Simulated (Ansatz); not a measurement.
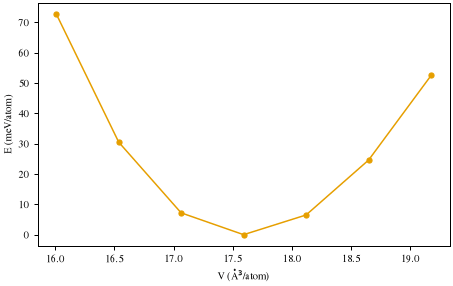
Figure: Hf$_{2}$InC in space group P6_3/mmc (No. 194; Hf on 4f, In on 2d, C on 2a) under volume change, r²SCAN in the plane-wave PAW code Ansatz, shape and atoms relaxed at each volume.

Q: What does a third-order Birch–Murnaghan fit give for V₀, B₀ and B′?

A: V₀ = 17.59 Å³/atom, B₀ = 138 GPa, B′ = 4.4.

The workflow started from a Materials Project entry (that database holds measured and hypothetical structures alike); the Crystallography Open Database copy checked does not list it. Its standing as an ambient phase is unchecked. The r²SCAN relaxation kept the symmetry of its start; its stability against distortions is not shown here. The run is not spin-polarised. Scalar-relativistic: spin–orbit coupling is off unless named, which matters more the heavier the elements.

Potentials: the later of the program's two PAW sets.
